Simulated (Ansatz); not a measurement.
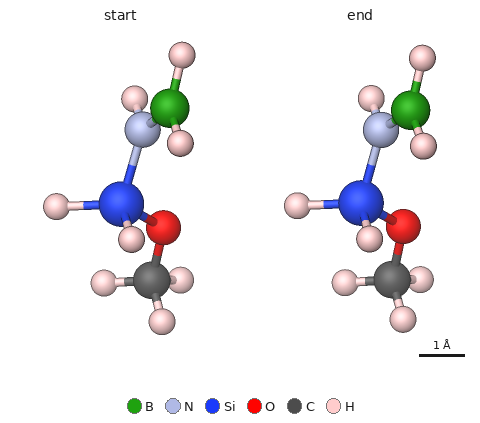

The structure of CH8BNOSi before (left) and after (right) a relaxation, at one scale.

Style: ball-and-stick. Shown from a free direction.

The start comes from PBE-D4/def2-SVP.

Theory: RKS PBE0-D4/def2-TZVP (Ansatz). (force threshold 0.005 eV/Å; at most 150 steps)

Q: Summarise the run.

A: The energy falls by 1.80 kcal/mol in 12 accepted moves (14 points after the start). The largest force component goes from 0.74 to 0.0035 eV/Å. The line search rejected the trial steps at points 3, 11 of the run. The largest move after the best rigid fit is that of an H atom, 0.13 Å. By element the largest moves are H 0.13 Å, B 0.06 Å, C 0.05 Å, Si 0.04 Å, N 0.04 Å, O 0.03 Å. Near-neighbour distances that change, for instance: O–Si 1.676 → 1.639 Å, N–Si 1.759 → 1.730 Å, B–H 1.218 → 1.197 Å, C–H 1.115 → 1.095 Å. Cost: 57 s on 4 threads of Arm Neoverse V1, on a shared host.
